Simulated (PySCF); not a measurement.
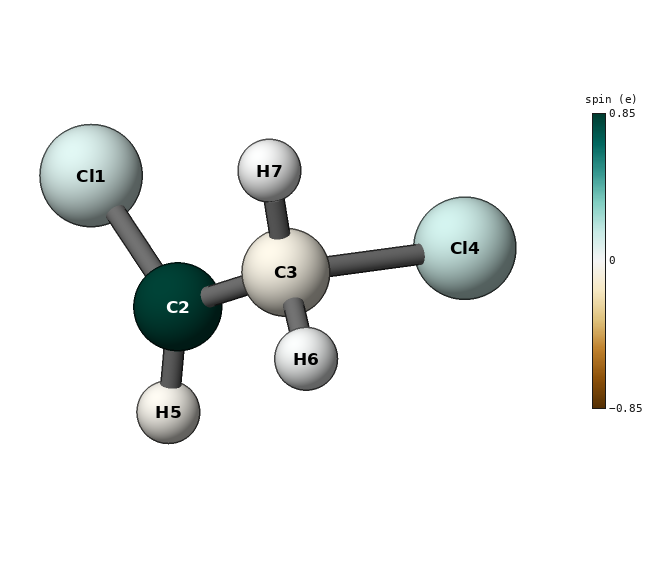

Atoms are coloured by their Mulliken spin populations. The species is neutral and a spin doublet. The computed structure is the end point of a GFN2-xTB optimisation. No frequency run is at hand to confirm it as a minimum. Level of theory: UKS B3LYP, pcH-1 on C Cl H, non-relativistic (PySCF 2.14.0).

List the Mulliken spin populations.

```tsv
atom	value (e)
Cl1	0.11
C2	0.83
C3	−0.06
Cl4	0.15
H5	−0.03
H6	0.01
H7	0.01
```

Mulliken values depend strongly on the basis set.
